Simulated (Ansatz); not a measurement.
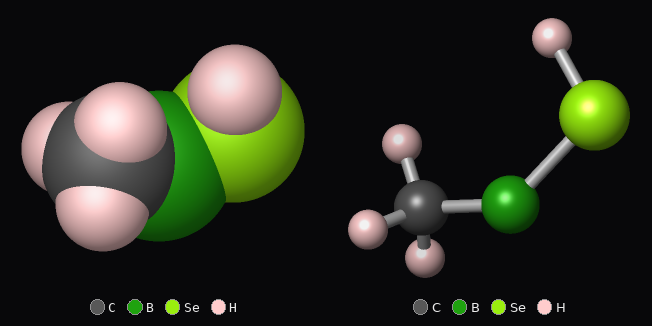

The same structure drawn twice, from different directions.

The species is neutral and a spin doublet. The geometry was computed by an optimisation with PBE0-D4/def2-TZVP.

Describe the molecule.

It has 7 atoms: 1 carbon, 4 hydrogen, 1 boron and 1 selenium (CH₄BSe). Its SMILES string is `C[B][SeH]`. It has no ring. It is an open-shell species. Coordination: 1 C tetrahedral; 1 B bent; 1 Se bent.

The parts below concern this one geometry. Atoms keep their numbers from picture to picture.

### Shape

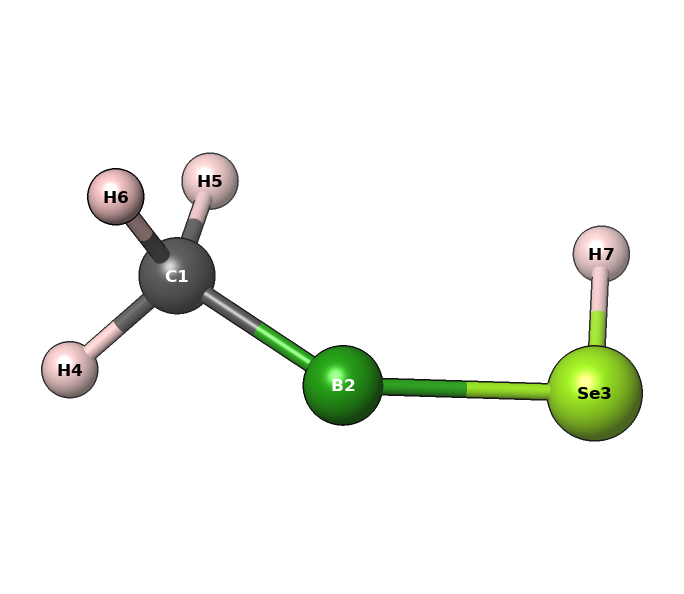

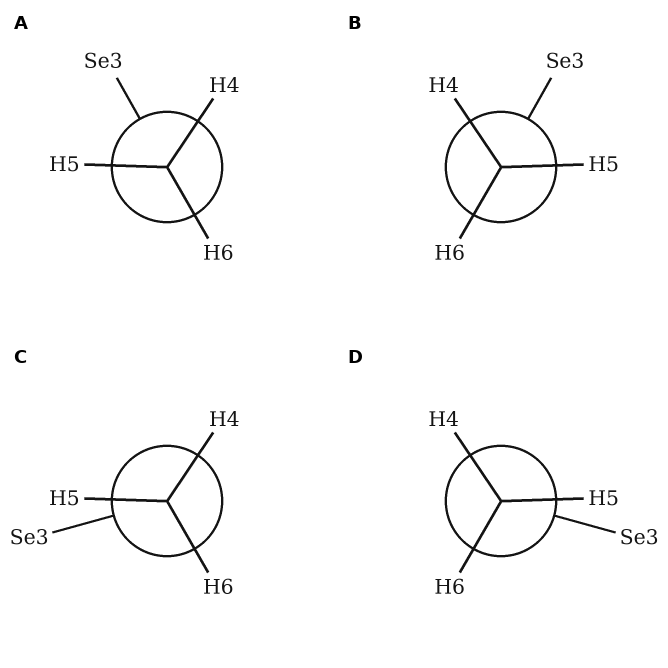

Atoms fade into the background with distance from the viewer. Bonds that would overlap in a projection are set slightly apart.

**Which Newman projection shows the view along C1–B2, with C1 in front?**

D. The torsion angle H4–C1–B2–Se3 is 123°, anticlinal.

### Electronic properties

Properties computed with UKS PBE-D4/def2-TZVPP (Ansatz 0.2.0).

Predict the main results.

- dipole moment: 1.45 D
- HOMO energy (Kohn–Sham orbital): −4.46 eV
- ⟨S²⟩ of the determinant: 0.755
- dispersion correction: −11.7 kJ/mol

### Vibrations

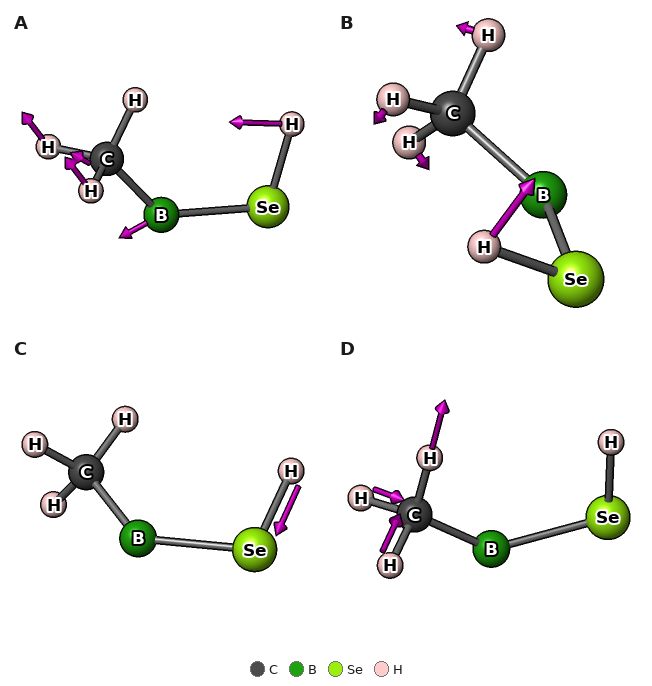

4 normal modes of one molecule or complex, as arrows. Harmonic vibrations computed with UKS PBE0-D4/def2-TZVP (Ansatz 0.2.0) at a stationary point of the same level.

**Match the panels to the wavenumbers 368 cm⁻¹, 532 cm⁻¹, 2275 cm⁻¹, 3093 cm⁻¹.**

A: 532 cm⁻¹
B: 368 cm⁻¹, a torsion or out-of-plane motion in which bond lengths and bond angles hardly change
C: 2275 cm⁻¹, Se–H stretching
D: 3093 cm⁻¹, out-of-phase stretching of 3 C–H bonds

### Charges

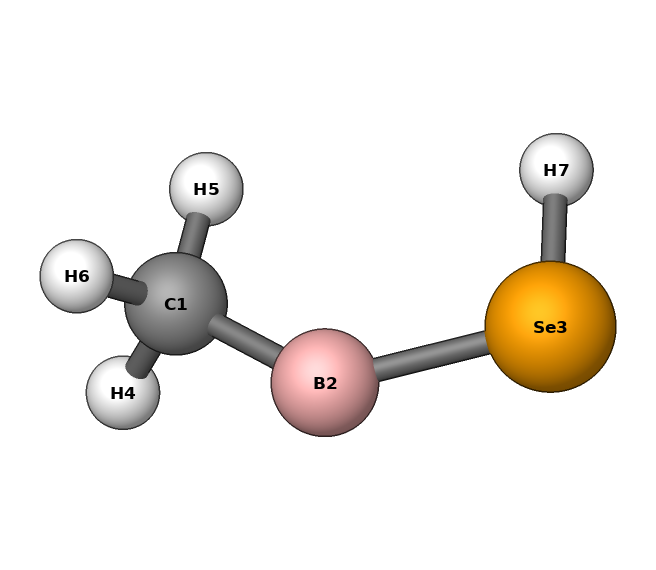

The questions are on Mulliken charges. Method: UKS PBE0-D4/def2-TZVP (Ansatz 0.2.0).

Give the Mulliken charges atom by atom.

```
atom  value (e)
  C1      −0.39
  B2      −0.06
 Se3      −0.08
  H4       0.15
  H5       0.13
  H6       0.15
  H7       0.10
```

Mulliken values depend strongly on the basis set and can even reverse the polarity of a bond.
